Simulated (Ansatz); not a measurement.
Base system: ZnF2 in the rutile structure (space group P4_2/mnm, No. 136; a = 4.801 Å, c = 3.175 Å).

The change: every lattice vector is stretched by 0.60 %, atoms relaxed at fixed cell.

All numbers come from Ansatz (a program for electronic structure), PBE, PAW, cutoff 420 eV, no SOC.

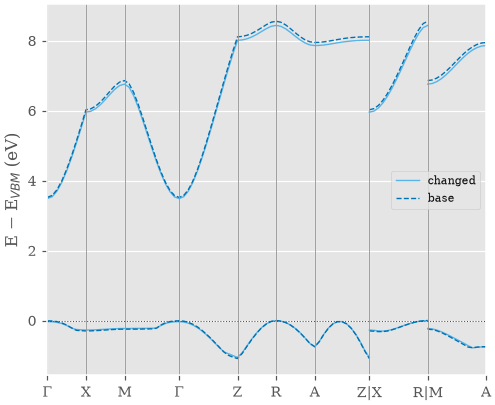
Figure. Highest valence and lowest conduction band along the path, each from its own valence-band maximum

From the figure, how large is the changed gap, and is it direct?

About 3.5 eV, indirect, R → Γ.

The cells carry an imposed strain or load. Stability against distortions was not tested.
